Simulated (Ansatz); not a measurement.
System: HgH$_{4}$C$_{4}$N$_{2}$Cl$_{2}$.

Input

```
crystal:
  lattice:
    - [-3.6561627032, 3.6577653214, 6.9317931593]
    - [3.962440282, -4.1638621269, 7.3823002145]
    - [3.205808401, 3.7203920963, -7.2140790243]
  atoms:
    - { symbol: Hg, position: [-0.0774434448, -0.0286819047, 0.4684628719] }
    - { symbol: Hg, position: [0.0274249523, 0.5399067326, 0.0204588869] }
    - { symbol: H, position: [0.3021136805, 0.8497864011, 0.8781641409] }
    - { symbol: H, position: [0.2222175532, 0.2420839091, 0.6906497913] }
    - { symbol: H, position: [0.6759177633, 0.8184246644, 0.5333101899] }
    - { symbol: H, position: [0.8279105999, 0.2106366716, 0.9924237495] }
    - { symbol: H, position: [0.388176473, 0.5526265509, 0.5897647227] }
    - { symbol: H, position: [0.3436624896, 0.2298682688, 0.4860837764] }
    - { symbol: H, position: [0.5907856513, 0.5083249076, 0.4264590866] }
    - { symbol: H, position: [0.6687175272, 0.188998066, 0.1416401346] }
    - { symbol: C, position: [0.2856712185, 0.7067989588, 0.8249439702] }
    - { symbol: C, position: [0.2399811389, 0.3711439007, 0.7186624136] }
    - { symbol: C, position: [0.705775358, 0.6758248868, 0.4135649082] }
    - { symbol: C, position: [0.787299948, 0.3397600525, 0.1126777481] }
    - { symbol: C, position: [0.3340339769, 0.5409215122, 0.6650529938] }
    - { symbol: C, position: [0.3099085747, 0.3660178765, 0.6089817078] }
    - { symbol: C, position: [0.6581015553, 0.5035846624, 0.3525951162] }
    - { symbol: C, position: [0.700113499, 0.3292726147, 0.1966163593] }
    - { symbol: "N", position: [0.2138726974, 0.7028123124, 0.9200942186] }
    - { symbol: "N", position: [0.1920775355, 0.5333789605, 0.8647893339] }
    - { symbol: "N", position: [0.7891189977, 0.674100561, 0.3258948277] }
    - { symbol: "N", position: [0.8306004538, 0.5083219747, 0.1764120158] }
    - { symbol: Cl, position: [0.6984313021, 0.2594722156, 0.5519813852] }
    - { symbol: Cl, position: [0.1647047627, 0.1930835808, 0.9708138985] }
    - { symbol: Cl, position: [0.8114694727, 0.8572894893, 0.0560347811] }
    - { symbol: Cl, position: [0.3093562638, 0.8262421738, 0.5134669708] }
basis:
  ecutwfc: 420
kpoints:
  mp_grid: { grid: [4, 4, 6] }
hamiltonian:
  xc: pbe
  dispersion: d3bj
scf:
  occupations: { method: gaussian, width: 0.02 }
output:
  forces: true
  stress: true
  eigenvalues: true
  write_density: true
  write_potential: true
  elf: true
  volumetric_format: npy
relax:
  adjacent_minimum: "off"
  f_tol: 0.04
  max_steps: 70
  cell: { stress_tol: 0.2 }
```

Run with:

```sh
ansatz run input.yaml --threads 4 --pin off --max-ram 9216MiB --backend cpu --events-out ev --progress --plain --runs-dir out
```

Below, planes, directions and counts refer to the conventional cell (a = 7.19 Å, b = 7.39 Å, c = 8.54 Å, α = 108.30°, β = 113.90°, γ = 97.32°).

The fields are those of the relaxed geometry.

Space group P1.

Theory: DFT PBE+D3(BJ), scalar-relativistic, plane waves, PAW in Ansatz.

**Predict the valence pseudo-density and electron localisation function between the atoms.**

C–H (1.09 Å): ρ at the midpoint is about 2.1 e/Å³; the ELF climbs to about 1 towards the hydrogen, as it does in any bond to H (an ordinary covalent bond to hydrogen).
N–N (1.33 Å): ρ at the midpoint is about 2.7 e/Å³; the ELF peaks at about 0.90 between the atoms; a covalent bond.
C–N (1.33 Å): ρ is about 2.5 e/Å³ halfway; the ELF peaks at about 0.90 between the atoms: a covalent bond.

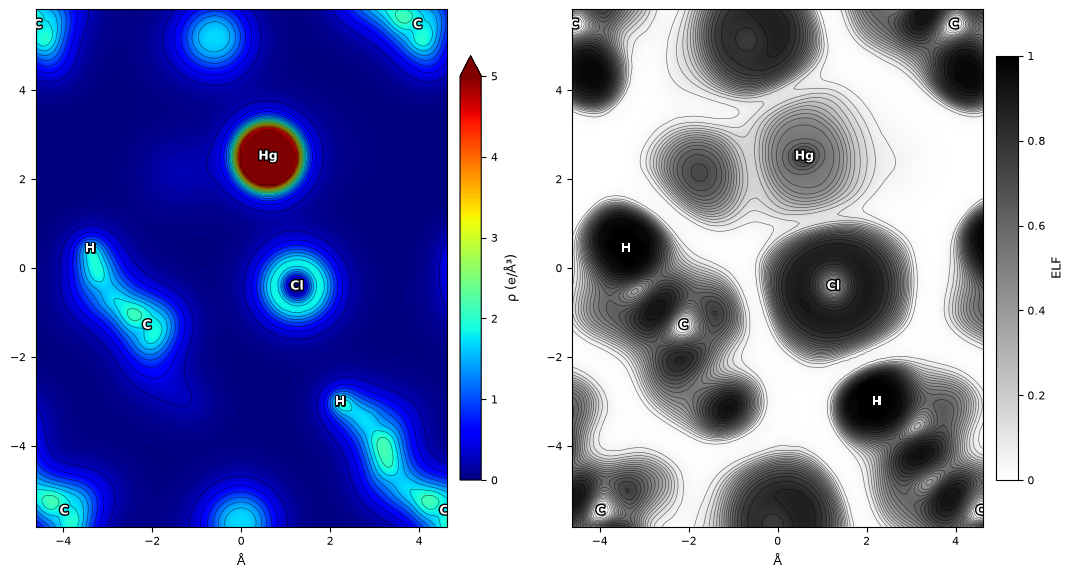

Computed valence pseudo-density and electron localisation function on the (110) plane of the conventional cell, in this order. Atoms just off the plane (H, 0.5 Å away, C, 0.3 Å away and Cl, 0.6 Å away) can leave unmarked features too.
